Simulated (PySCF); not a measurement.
**Run report: CF₂O, NMR shielding calculation**

- system: CF₂O (carbonyl fluoride)
- method: GIAO B97-D/def2-SVPD NMR shielding, non-relativistic, gas phase (PySCF 2.14.0)

Some settings of this run were made unusual or wrong on purpose. The geometry comes from this level: GFN2-xTB.

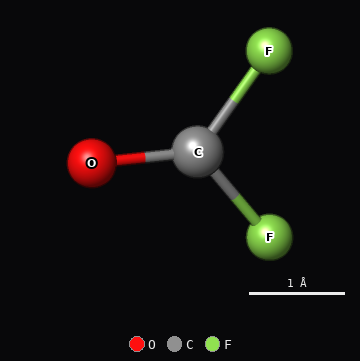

**Figure 1.** The structure (ball-and-stick view, seen at a tilt). Bond lengths as drawn: C–F 1.32 Å and C–O 1.16 Å.

### What the run reported

- outcome: converged
- total energy: −312.594074 hartree
- HOMO: −8.83 eV
- LUMO: −1.76 eV
- dipole moment: 0.94 D
- isotropic shielding, O: 64.9 ppm
- isotropic shielding, C: 60.1 ppm
- isotropic shielding, F: 214.1 to 214.4 ppm
- hardware: 1 CPU thread, shared host
- wall time: 1.2 s
- peak memory: 0.38 GiB

### What went wrong

Some settings of this run were drawn to be unusual or wrong; see grid = 0. It converged; results that depend on the unusual settings are not reference values.

### Input
```
{"job": {"kind": "nmr", "xc": "B97-D", "basis": "def2-SVPD", "pop": false, "grid": 0, "scf": {"max_cycle": 80}}, "charge": 0, "multiplicity": 1}
O     -0.317733     1.121067     0.804644
C     -0.023968     0.093449     0.356853
F      1.014287    -0.643455     0.692069
F     -0.662352    -0.566288    -0.586866
```

The first line tells a small driver script what to run in PySCF; the rest is the geometry in Å.

Launch command:
```bash
OMP_NUM_THREADS=1 python <driver script> task.json out
```

### Log
```
final grid: 4344 points
cycle   1  E = -312.3975428901  dE =  8.234e-01  |g| = 1.036e+00  |ddm| = 2.446e+00
cycle   2  E = -311.4118337986  dE =  9.857e-01  |g| = 2.459e+00  |ddm| = 2.556e+00
cycle   3  E = -312.5553123010  dE = -1.143e+00  |g| = 4.616e-01  |ddm| = 2.080e+00
cycle   4  E = -312.5914703876  dE = -3.616e-02  |g| = 1.232e-01  |ddm| = 3.766e-01
cycle   5  E = -312.5939758432  dE = -2.505e-03  |g| = 2.074e-02  |ddm| = 8.907e-02
cycle   6  E = -312.5940684441  dE = -9.260e-05  |g| = 5.092e-03  |ddm| = 1.988e-02
cycle   7  E = -312.5940739464  dE = -5.502e-06  |g| = 3.704e-04  |ddm| = 4.094e-03
cycle   8  E = -312.5940739667  dE = -2.035e-08  |g| = 6.570e-05  |ddm| = 2.894e-04
cycle   9  E = -312.5940739674  dE = -6.463e-10  |g| = 1.783e-05  |ddm| = 5.320e-05
converged SCF energy = -312.5940739674

GIAO shielding tensors (ppm)
atom      isotropic    diamagn.    paramagn.     s11        s22        s33       span
  0 O       64.859     379.483    -314.624    -91.503     16.251    269.830    361.333
  1 C       60.058     254.745    -194.687    -31.640     47.138    164.675    196.315
  2 F      214.359     473.513    -259.154     87.927    225.882    329.267    241.341
  3 F      214.104     474.714    -260.610     87.859    225.378    329.076    241.218
```
